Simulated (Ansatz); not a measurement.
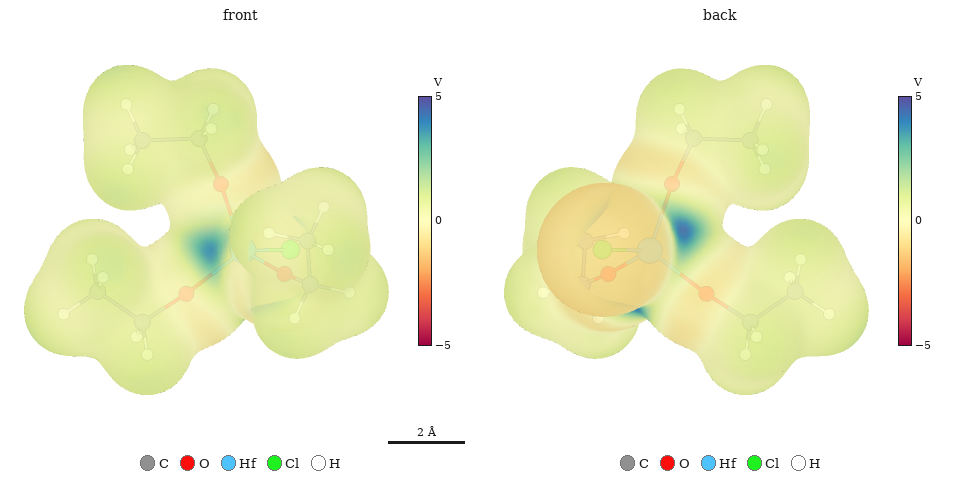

*C₆H₁₅ClHfO₃ (SMILES CC[O][Hf]([Cl])([O]CC)[O]CC). The molecular electrostatic potential painted on the density surface at 0.004 e/bohr³, seen from the front and from behind; the colour scale runs from red (negative) to blue (positive).*

Geometry: PBE0-D4/def2-TZVP; core potentials replace the inner electrons of Hf.

Theory: Ansatz 0.2.0, RKS PBE0-D4/def2-TZVPP.

```xyz
26

C     0.7831    2.3438    1.8789
C     0.6832    2.5481    0.3836
O    -0.1685    1.6165   -0.2061
Hf   -1.2582    0.1846   -0.8451
Cl   -3.2691    1.0794   -1.7711
O    -0.3018   -0.7805   -2.1905
C     0.5958   -1.3804   -3.0707
C     1.9310   -0.6689   -3.0759
O    -1.6858   -0.9864    0.6036
C    -1.8282   -1.8204    1.7102
C    -0.9739   -1.3577    2.8698
H     1.4515    3.0865    2.3217
H     1.1736    1.3497    2.1082
H    -0.1990    2.4429    2.3467
H     1.6761    2.4661   -0.0764
H     0.3081    3.5551    0.1647
H     0.1601   -1.3719   -4.0772
H     0.7288   -2.4315   -2.7855
H     1.8093    0.3745   -3.3758
H     2.6184   -1.1503   -3.7760
H     2.3833   -0.6901   -2.0815
H    -1.5558   -2.8443    1.4253
H    -2.8849   -1.8373    2.0040
H    -1.2482   -0.3439    3.1701
H     0.0838   -1.3603    2.5952
H    -1.1064   -2.0193    3.7296
```

**Describe the electrostatic potential map.**

The most negative region (about −1.0 V) lies over Cl5, the most positive (about +4.0 V) over Hf4.
